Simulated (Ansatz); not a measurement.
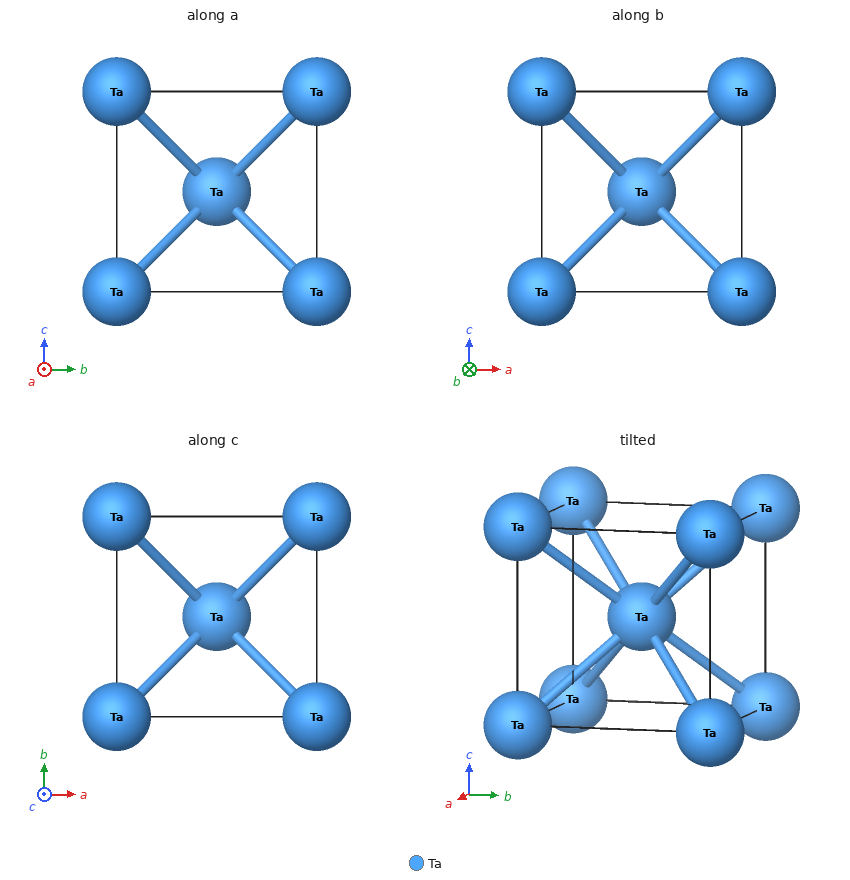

Ball-and-stick drawing of the structure, looking along the a axis, along the b axis, along the c axis and slightly off an axis. The parallelepiped is the conventional unit cell.

Lattice parameters: a = 3.2805 Å, b = 3.2805 Å, c = 3.2805 Å, α = 90.000°, β = 90.000°, γ = 90.000°.

Question: Put the structure into a CIF in P1 with every atom of the cell.

Answer:
```cif
data_structure
_symmetry_space_group_name_H-M 'P 1'
_symmetry_Int_Tables_number 1
_cell_length_a 3.2805
_cell_length_b 3.2805
_cell_length_c 3.2805
_cell_angle_alpha 90.000
_cell_angle_beta 90.000
_cell_angle_gamma 90.000
_cell_volume 35.30
loop_
_atom_site_label
_atom_site_type_symbol
_atom_site_fract_x
_atom_site_fract_y
_atom_site_fract_z
_atom_site_occupancy
Ta1 Ta 0.0000 0.0000 0.0000 1
Ta2 Ta 0.5000 0.5000 0.5000 1
```

It derives from the standard structure of this element. Earlier steps of the study, as a rule a relaxation of our own, may have changed the cell and positions, so they can lie some per cent off the listed ones. It went into a calculation with Ansatz.
